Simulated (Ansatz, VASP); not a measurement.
**Cross-check of NbP between VASP and Ansatz**

One calculation is typed for both programs; each brings its own data sets and cutoff. How far apart do they land?

Calculated with Ansatz 0.2.0; plane waves, with VASP 6.6.1 beside it; single point at PBEsol.

## 1. The starting structure

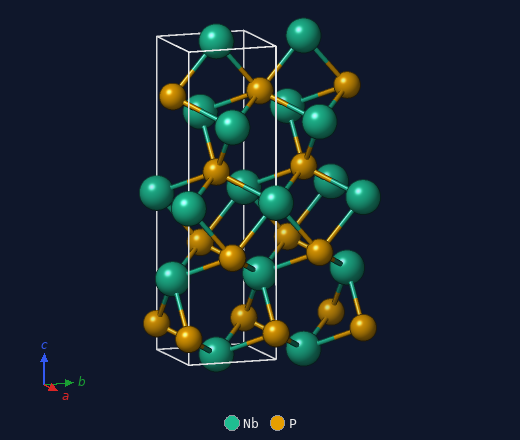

Start, viewed slightly off an axis; niobium teal, phosphorus orange. 1×2×1 cells are drawn. This picture shows the conventional cell, with its axes. Some periodic images of atoms are drawn too.

Structure file:

```
Nb P
1.0
    -1.67492    1.67492    5.74011
     1.67492   -1.67492    5.74011
     1.67492    1.67492   -5.74011
Nb P
2 2
Cartesian
  0.0000 0.0000 8.6088
  1.6749 0.0000 5.7387
  0.0000 0.0000 3.8200
  1.6749 0.0000 0.9500
```

## 2. VASP: single point, PBEsol

A single point gives forces, pressure and levels at one fixed geometry, so differences don't come from the geometry; what else differs is listed under the comparison.

Lines of VASP's logs that name or quote its potential files are left out, and so is its time.

File INCAR:

```
SYSTEM = NbP
PREC = Accurate
ENCUT = 400
EDIFF = 1E-06
NELM = 100
ISMEAR = -1
SIGMA = 0.05
LREAL = .FALSE.
ALGO = Normal
GGA = PS
NBANDS = 24
LASPH = .TRUE.
LORBIT = 11
LWAVE = .FALSE.
LCHARG = .TRUE.
ISIF = 2
LELF = .TRUE.
LVHAR = .TRUE.
```

File POSCAR:

```
NbP
1.0
   -1.6749232544      1.6749232544      5.7401081759
    1.6749232544     -1.6749232544      5.7401081759
    1.6749232544      1.6749232544     -5.7401081759
Nb P
2 2
Direct
    0.7498808000      0.7498808000      0.0000000000
    0.4998808000      0.9998808000      0.5000000000
    0.3327477700      0.3327477700      0.0000000000
    0.0827477800      0.5827477800      0.5000000000
```

File KPOINTS:

```
Automatic mesh
0
Gamma
8 8 8
0 0 0
```

PAW data sets: Nb_sv and P (PBE family, release 64).

Launch:

```console
$ mpirun -np 4 vasp_std
```

Numbers of over 12 decimals in the logs are rounded to 6 here.

The program printed:

```text
[banner, memory and clock lines left out]
running    4 mpi-ranks, on    1 nodes
 distrk:  each k-point on    4 cores,    1 groups
 distr:  one band on    1 cores,    4 groups

 POSCAR found type information on POSCAR NbP
 POSCAR found :  2 types and       4 ions
|                                                                             |
|               ----> ADVICE to this user running VASP <----                  |
|                                                                             |
|     You enforced a specific xc type in the INCAR file but a different       |
|     [... a line on the potential file left out ...]
|     I HOPE YOU KNOW WHAT YOU ARE DOING!                                     |
|                                                                             |

 LDA part: xc-table for (Slater+PW92), standard interpolation
 POSCAR, INCAR and KPOINTS ok, starting setup
 FFT: planning ... GRIDC
 FFT: planning ... GRID_SOFT
 FFT: planning ... GRID
 WAVECAR not read
 entering main loop
       N       E                     dE             d eps       ncg     rms          rms(c)
DAV:   1     0.284512200195E+03    0.28451E+03   -0.17115E+04  2832   0.123E+03
DAV:   2    -0.160312569096E+02   -0.30054E+03   -0.29428E+03  3488   0.457E+02
DAV:   3    -0.389665926653E+02   -0.22935E+02   -0.22686E+02  5280   0.923E+01
DAV:   4    -0.401795025638E+02   -0.12129E+01   -0.12099E+01  4144   0.189E+01
DAV:   5    -0.402274134012E+02   -0.47911E-01   -0.47901E-01  4784   0.387E+00    0.132E+01
DAV:   6    -0.378051825747E+02    0.24222E+01   -0.10783E+01  4248   0.207E+01    0.470E+00
DAV:   7    -0.377948401437E+02    0.10342E-01   -0.63839E-01  4624   0.421E+00    0.288E+00
DAV:   8    -0.377819038649E+02    0.12936E-01   -0.70042E-02  4056   0.168E+00    0.440E-01
DAV:   9    -0.377819679704E+02   -0.64105E-04   -0.89293E-03  4944   0.558E-01    0.296E-01
DAV:  10    -0.377821102815E+02   -0.14231E-03   -0.16319E-03  3696   0.394E-01    0.595E-02
DAV:  11    -0.377820818657E+02    0.28416E-04   -0.12412E-04  3856   0.908E-02    0.221E-02
DAV:  12    -0.377820804156E+02    0.14501E-05   -0.79262E-06  4224   0.256E-02    0.531E-03
DAV:  13    -0.377820799960E+02    0.41961E-06   -0.31992E-07  2816   0.558E-03
   1 F= -.37782080E+02 E0= -.37778251E+02  d E =-.765710E-02
```

OUTCAR, selected parts (step 2):

```text
ion  position               nearest neighbor table
   1  0.750  0.750  0.000-   4 2.55   4 2.55   3 2.55   3 2.55   3 2.55   3 2.55
   2  0.500  1.000  0.500-   3 2.55   3 2.55   4 2.55   4 2.55   4 2.55   4 2.55
   3  0.333  0.333  0.000-   2 2.55   2 2.55   1 2.55   1 2.55   1 2.55   1 2.55
   4  0.083  0.583  0.500-   1 2.55   1 2.55   2 2.55   2 2.55   2 2.55   2 2.55

  LATTYP: Found a body centered tetragonal cell.
 ALAT       =     3.3498465088
 C/A-ratio  =     3.4270872775

 Subroutine GETGRP returns: Found  8 space group operations
 (whereof  4 operations were pure point group operations)

The static configuration has the point symmetry C_2v.
 The point group associated with its full space group is C_4v.

 Found     59 irreducible k-points:

   k-points           NKPTS =     59   k-points in BZ     NKDIM =     59   number of bands    NBANDS=     24

   dimension x,y,z NGX =    42 NGY =   42 NGZ =   42
   dimension x,y,z NGXF=    84 NGYF=   84 NGZF=   84

   ENCUT  =  400.0 eV  29.40 Ry    5.42 a.u.  10.13 10.13 10.13*2*pi/ulx,y,z

   NELECT =      36.0000    total number of electrons

 k-points in reciprocal lattice and weights: Automatic mesh
   0.00000000  0.00000000  0.00000000       0.002
   0.12500000 -0.00000000  0.00000000       0.016
   0.25000000 -0.00000000  0.00000000       0.016
   0.37500000  0.00000000  0.00000000       0.016
   0.50000000 -0.00000000  0.00000000       0.008
   0.12500000  0.12500000  0.00000000       0.016
   0.25000000  0.12500000  0.00000000       0.031
   0.37500000  0.12500000  0.00000000       0.031
   0.50000000  0.12500000  0.00000000       0.031
[...]
-0.37500000 -0.37500000  0.37500000       0.004
   0.50000000  0.50000000  0.50000000       0.002

 average (electrostatic) potential at core
       1 -77.9988       2 -77.9988       3 -77.8464       4 -77.8464

 E-fermi :  10.4520

 k-point     1 :       0.0000    0.0000    0.0000
  band No.  band energies     occupation
    ...
     14       8.2369      2.00000
     15       8.3075      2.00000
     16       8.7309      2.00000
     17       9.1125      2.00000
     18       9.1125      2.00000
     19      11.2906      0.00000
     20      12.0549      0.00000
     21      13.1041      0.00000
     22      13.6055      0.00000
     23      13.6055      0.00000
    ...

 k-point     2 :       0.1250   -0.0000    0.0000
  band No.  band energies     occupation
    ...
     14       8.0834      2.00000
     15       8.4315      2.00000
     16       8.6668      2.00000
     17       9.0244      2.00000
     18       9.3264      2.00000
     19      11.0505      0.00001
     20      11.7064      0.00000
     21      12.6975      0.00000
     22      13.3674      0.00000
     23      13.7658      0.00000
    ...

 k-point     3 :       0.2500   -0.0000    0.0000
  band No.  band energies     occupation
    ...
     14       7.7448      2.00000
     15       8.6536      2.00000
     16       8.6616      2.00000
     17       8.8198      2.00000
     18       9.8837      1.99998
     19      10.7405      0.00621
     20      11.5597      0.00000
     21      12.0879      0.00000
     22      12.9653      0.00000
     23      13.5734      0.00000
    ...

  Total       -2.7278305     -2.7278305     -2.6959365      0.0000000      0.0000000      0.0000000
  in kB      -67.8512836    -67.8512836    -67.0579620      0.0000000      0.0000000      0.0000000
  external PRESSURE =     -67.5868430 kB  Pullay stress =       0.0000000 kB

  energy-cutoff  :      400.00
  volume of cell :       64.41
      direct lattice vectors                 reciprocal lattice vectors
    -1.674923254  1.674923254  5.740108176     0.000000000  0.298521140  0.087106372
     1.674923254 -1.674923254  5.740108176     0.298521140  0.000000000  0.087106372
     1.674923254  1.674923254 -5.740108176     0.298521140  0.298521140  0.000000000

 POSITION                                       TOTAL-FORCE (eV/Angst)
 -----------------------------------------------------------------------------------
      0.00000      0.00000      8.60879         0.000000     -0.000000      0.018721
      1.67492      0.00000      5.73874        -0.000000      0.000000      0.018721
      0.00000      0.00000      3.82002         0.000000     -0.000000     -0.018721
      1.67492      0.00000      0.94996        -0.000000      0.000000     -0.018721
 -----------------------------------------------------------------------------------
    total drift:                               -0.000000     -0.000000      0.000170

  FREE ENERGIE OF THE ION-ELECTRON SYSTEM (eV)
  ---------------------------------------------------
  free  energy   TOTEN  =       -37.7820799960 eV

  energy  without entropy=      -37.7744228960  energy(sigma->0) =      -37.77825145

 total charge
# of ion       s       p       d       tot
------------------------------------------
    1        2.154   6.026   2.469  10.650
    2        2.154   6.026   2.469  10.650
    3        1.017   1.517   0.000   2.533
    4        1.017   1.517   0.000   2.533
--------------------------------------------------
tot          6.342  15.086   4.939  26.367

[... 3 further parts left out ...]
```

The run ends at a pressure of -6.76 GPa, with forces up to 0.019 eV/Å.

## 3. Ansatz: single point, PBEsol

Ansatz runs on its default PAW (the set named soft_2) files.

The same cell, functional, mesh and smearing now go to Ansatz, which takes its cutoff from its data sets.

File input.yaml:

```yaml
crystal:
  lattice:
    - [-1.6749232544, 1.6749232544, 5.7401081759]
    - [1.6749232544, -1.6749232544, 5.7401081759]
    - [1.6749232544, 1.6749232544, -5.7401081759]
  atoms:
    - { symbol: Nb, position: [0.7498808, 0.7498808, 0.0] }
    - { symbol: Nb, position: [0.4998808, 0.9998808, 0.5] }
    - { symbol: P, position: [0.33274777, 0.33274777, 0.0] }
    - { symbol: P, position: [0.08274778, 0.58274778, 0.5] }
hamiltonian:
  xc: pbesol
  pseudopotentials: { kind: paw }
kpoints:
  mp_grid: { grid: [8, 8, 8] }
scf:
  occupations: { method: fermi_dirac, width: 0.05 }
  n_extra_bands: 5
output:
  forces: true
  stress: true
  eigenvalues: true
```

Launch:

```console
$ ansatz run input.yaml --threads 2 --pin off --max-ram 4608MiB --backend cpu --events-out ev --progress --plain --runs-dir out
```

The program printed:

```text
basis.fft_grid_basis auto: the FFT boxes are laid along the combinations [[1, 0, 1], [0, 1, 1], [0, 0, 1]] of the cell's own vectors, 3.350, 3.350 and 6.210 Å long. The dense box has 24×24×45 points. Along the cell's own vectors, as sized, it would have 45×45×45, 3.52 times as many. Of the 8 symmetry operations that the crystal satisfies within crystal.symmetry.tolerance (time reversal apart; of a slab, those that ke [...]
scf.n_extra_bands = 5 over 18 filled bands (N_el = 36.0): the run solves 23 bands
Engine: ansatz 0.2.0, aarch64-unknown-linux-gnu
Pseudopotentials: kind: paw
Pseudopotential: Nb, paw, valence charge 13, recommended cutoff 420 eV (normal), Nb.paw.azcp
Pseudopotential: P, paw, valence charge 5, recommended cutoff 420 eV (normal), P.paw.azcp
Functional definition: PBEsol
  exchange = pbesol_x
  correlation = pbesol_c
Crystal: 4 atoms, lattice volume = 64.412 Å³
Basis set: ecut = 420 eV, 1231 PW (Γ), FFT grids on a1+a3, a2+a3, a3, exchange–correlation on 48×48×90 points (8 copies of the dense FFT grid, shifted against one another)
Bands: 23, of which v1, the nominal top of the filled ones, is band 18 counted from 1 (17 counted from 0)
Symmetry: 8 space group operations
Space group: I41md (ITA 109), of the structure as read, at distance tolerance 4.0e-5 Å
k-points: 59 of 512 (time reversal used)
Non-local potential: Nb, projectors of the file, l = 0: 3, l = 1: 2, l = 2: 2, l = 3: 1
Non-local potential: P, projectors of the file, l = 0: 2, l = 1: 2, l = 2: 2
PAW form: soft (Blöchl's): semilocal exchange-correlation on the pseudo side does not see the compensation charge
PAW frozen core: Nb, regenerated for the run's functional, and the local potential with it (the file was generated under x = pbe(κ = 0.804, μ = 0.219515), c = pbe(β = 0.066725))
PAW frozen core: P, regenerated for the run's functional, and the local potential with it (the file was generated under x = pbe(κ = 0.804, μ = 0.219515), c = pbe(β = 0.066725))
PAW one-centre angular grid: Nb, 590 points (default); XC on 64 Gauss nodes
PAW one-centre angular grid: P, 110 points (default); XC on 64 Gauss nodes
Initial density: superposition of atomic densities (neutral atoms: chi_scale 0, normalization atom), corrected by the library's trained network
Initial wavefunctions: pseudopotential atomic-orbital guess
Functional: x = pbesol(κ = 0.804, μ = 0.123457), c = pbesol(β = 0.046)
SCF iter   1: F=—  HF=-10475.358856 eV  |F-HF|=—  |Δ(HF+E_count)|=         —  Δρ=8.35e-3  dr2=2.79e-2  ethr=1.77e-3  ⟨swp⟩=6.1  Hψ=6848  notcnv=0
preconditioner: auto → Kerker (q_TF=auto, 2.476 Å⁻¹)  [metal: Δε(μ)=0.037 eV  Ē_g=6.812 eV  σ=0.050 eV  W_gap=0.18  n_scr=12 (ndim 8)  ℏωp=20.7 eV  f_vac=0.000  D(μ)=0.89/eV (n_scr^D=2)]
SCF iter   2: F=—  HF=-10475.355501 eV  |F-HF|=—  |Δ(HF+E_count)|=   3.36e-3  Δρ=4.70e-3  dr2=8.60e-3  ethr=7.76e-5  ⟨swp⟩=1.4  Hψ=1869  notcnv=0
SCF iter   3: F=—  HF=-10475.354392 eV  |F-HF|=—  |Δ(HF+E_count)|=   1.11e-3  Δρ=6.27e-4  dr2=2.74e-4  ethr=2.39e-5  ⟨swp⟩=2.6  Hψ=2073  notcnv=0
SCF iter   4: F=—  HF=-10475.354333 eV  |F-HF|=—  |Δ(HF+E_count)|=   5.88e-5  Δρ=1.12e-4  dr2=7.43e-6  ethr=7.61e-7  ⟨swp⟩=2.3  Hψ=1774  notcnv=0
SCF iter   5: F=—  HF=-10475.354330 eV  |F-HF|=—  |Δ(HF+E_count)|=   3.17e-6  Δρ=1.88e-5  dr2=2.31e-7  ethr=2.07e-8  ⟨swp⟩=2.4  Hψ=1999  notcnv=0
SCF iter   6: F=-10475.354330 eV  HF=-10475.354330 eV  |F-HF|=7.79e-10  |Δ(HF+E_count)|=   2.04e-8  Δρ=4.02e-6  dr2=8.38e-9  ethr=2.78e-10  ⟨swp⟩=5.8  Hψ=5566  notcnv=0
SCF 1 converged in 6 iterations: F = -10475.354330 eV  dr2 = 8.38e-9
  greatest PAW one-centre occupation: 0.998 electrons in one spin orbital (limit 2), on the Nb atom at site 1 (counted from 0), in its partial waves of l = 0
SCF converged after 6 iterations
Free energy (F): -10475.354330 eV
Harris-Foulkes:  -10475.354330 eV  (|F-HF|=7.79e-10)
Internal energy: -10475.346638 eV  (E = F + TS)
E sigma→0 (E₀):  -10475.350484 eV
Entropy (-TS):   -0.007692 eV (-1.923 meV/atom)
Fermi energy:    14.734253 eV
--- Per-component energies (eV) ---
  E_band       = -150.081406
  E_kinetic    = 932.519766
  E_local      = -1730.822337  (includes V_loc(G=0)·N_el)
  E_nonlocal   = 308.586613
  E_hartree    = 560.752848
  E_xc         = -473.861982
  E_vxc        = -550.218136  (∫ρ·V_xc dr)
  E_paw        = -7143.137580  (= ΣΔE_a)
  E_vpaw       = -231.652175  (= ΣTr[D̂ρ^β])
  E_aug_tail   = 0.000020  (compensation charges beyond the density's cutoff)
  E_ewald      = -2929.853596
  E_core_change = 0.469610  (= ΣΔE_core)
  E_smearing   = -0.007692  (= −TS)
  E_closure    = 0.000000  (closes the sum)
  Σ components = -10475.354330   (vs F -10475.354330, Δ=0.00e0)
--- Forces (eV/Å), atoms counted from 1 ---
  atom   1  Nb    -0.00000000    -0.00000000     0.01890681
  atom   2  Nb     0.00000000     0.00000000     0.01890681
  atom   3  P     -0.00000000    -0.00000000    -0.01890137
  atom   4  P      0.00000000    -0.00000000    -0.01890137
  max |Σ_I F_I| component: 1.09e-5 eV/Å
--- Stress (GPa, compression-positive) ---
       -6.347416      -0.000000      -0.000000
       -0.000000      -6.347416      -0.000000
       -0.000000      -0.000000      -6.272200
  P = ⅓ Tr σ = -6.3223 GPa (-63.223 kbar)
--- Band table (eV; the first three rows and the last of 59) ---
  k-point 0: bands = [... 14 lower, 12.5933, 13.0155, 13.3980, 13.3980, 15.5717, 16.3369, 17.3834, 17.8865, ... 1 higher]
  k-point 1: bands = [... 14 lower, 12.2449, 12.9365, 13.6425, 13.7461, 15.1008, 15.4975, 17.2358, 17.5384, ... 1 higher]
  k-point 2: bands = [... 14 lower, 11.6217, 12.7916, 14.0407, 14.1429, 14.8810, 15.9009, 16.6534, 18.0416, ... 1 higher]
  k-point 58: bands = [... 14 lower, 12.0607, 12.0607, 14.2384, 14.2384, 15.9292, 15.9292, 17.0373, 17.0373, ... 1 higher]
```

Wall time 6.5 s (2 threads of Arm Neoverse N1, shared host); peak memory 0.39 GiB; 13 s of CPU time.

The run ends at a pressure of -6.32 GPa, with forces up to 0.019 eV/Å.

## 4. Comparison

Known differences besides the PAW data sets themselves: the cutoff is 420 eV in Ansatz and 400 eV in VASP; Ansatz makes its cores anew for this functional, VASP keeps those of its PBE data sets. Total energies have different zeros and are not compared.

Both answers:

```csv
quantity,Ansatz,VASP,difference
pressure (GPa),-6.32,-6.76,+0.44
```

## 5. Results

```
difference in pressure (single point, PBEsol) : 0.44 GPa
```

The difference in pressure is 0.44 GPa (single point, PBEsol), within the 1 GPa picked in this series as the mark of a large difference. 1 further run on this material is not shown. Differences of this kind measure data sets and numerical settings, not the functional's error against experiment.

[Lines on the potential files, build, host, timing and source positions are cut from VASP's logs without a mark.]

[Logs are printed without paths, hosts, clocks, repeated set-up lines and the standing remarks that a program may print on its own settings, such as how far it seeks lower states.]

[Hosts, paths, dates, database ids (printed as entryN), source tags and the programs' standing remarks are cut or masked in the printed files.]
